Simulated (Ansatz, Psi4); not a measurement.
# A small benchmark: atomisation enthalpy at 298 K

6 molecules without hydrogen; the atomisation enthalpy at 298 K in kJ/mol, computed less measured. Shapes, held fixed at every level: PBE0-D4/def2-TZVP. Thermal terms are harmonic and unscaled (PBE0-D4/def2-TZVP); the spin-orbit lowering of the free atoms is taken from their spectra. Programs: Ansatz 0.2.0, Psi4 1.11. Measured values: Active Thermochemical Tables, NIST-JANAF tables.

Levels: A = HF/def2-TZVPP; B = PBE/STO-3G; C = B3LYP/6-31G* (spherical functions); D = MP2/def2-TZVPP; E = CCSD/def2-TZVPP.

```csv
molecule,from tabulated heats,A,B,C,D,E
Cl2 (chlorine),243,-173,-2,-50,-9,-45
SF2 (sulfur difluoride),732,-415,-13,-57,-1,-89
SO2 (sulfur dioxide),1072,-640,-444,-144,+27,-137
SiO2 (silicon dioxide molecule),1254,-619,-118,-126,+25,-141
AlClF2 (SMILES [F][Al]([F])[Cl]),1609,-391,+170,-75,+50,-75
BF3 (boron trifluoride),1944,-455,+228,+5,+61,-83
```

Q: Sum up the errors.

A: 
```tsv
level	kind	mean error	mean absolute error	worst case
HF/def2-TZVPP	Hartree–Fock	-448.8	448.8	SO2
PBE/STO-3G	GGA	-29.8	162.5	SO2
B3LYP/6-31G* (spherical functions)	global hybrid	-74.5	76.2	SO2
MP2/def2-TZVPP	perturbation theory	+25.5	28.8	BF3
CCSD/def2-TZVPP	coupled cluster or CI	-95.0	95.0	SiO2
```

On this set MP2/def2-TZVPP has the smallest mean absolute error and HF/def2-TZVPP the largest. HF/def2-TZVPP is too low in 6 of 6; PBE/STO-3G is too low in 4 of 6; B3LYP/6-31G* (spherical functions) is too low in 5 of 6; MP2/def2-TZVPP is too high in 4 of 6; CCSD/def2-TZVPP is too low in 6 of 6. The heats of SF2, AlClF2 come from older tables and can be uncertain by 10 kJ/mol or more. The tabulated values of SiO2, BF3 are in doubt (older tables, estimates, or at odds with other calculations) and kept here. Over the 4 molecules whose values aren't doubted the mean absolute errors are A 404.8; B 157.2; C 81.5; D 21.8; E 86.5. For MP2/def2-TZVPP the error grows with the size of the molecule. Hartree–Fock lacks correlation and underbinds. Rows in very small basis sets show the basis more than the method. Correlated wave functions converge slowly with the basis. CCSD also lacks the triples, which bind further. T1 is large for SiO2 (0.024), so single-reference values are less sure there. The set is small.

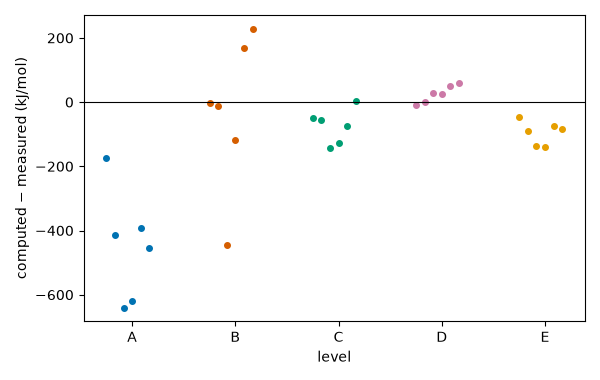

Errors of each level, one point a molecule.
